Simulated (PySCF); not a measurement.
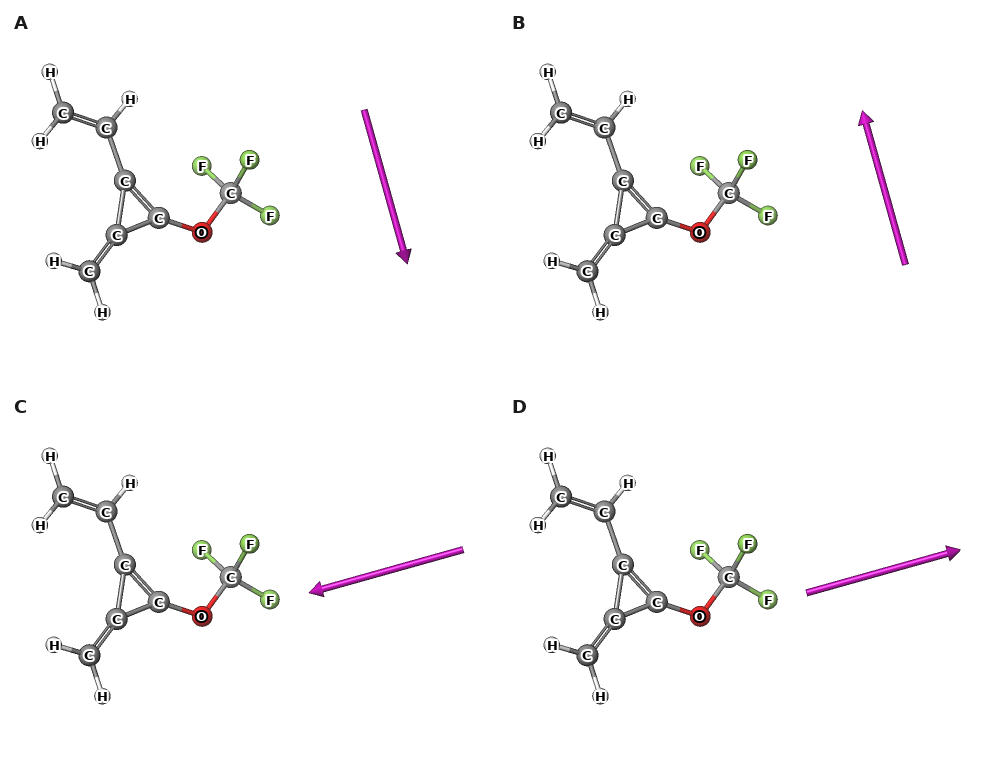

The same molecule four times, each with an arrow. The computed structure is the end point of a PBE0-D3(BJ)/def2-SVP optimisation. No frequency run is at hand to confirm it as a minimum. Method: CAM-B3LYP/def2-SVPD, gas phase (PySCF 2.14.0).

> Which arrow points along the dipole moment, from the negative to the positive end?

B. The dipole moment is 1.89 D.
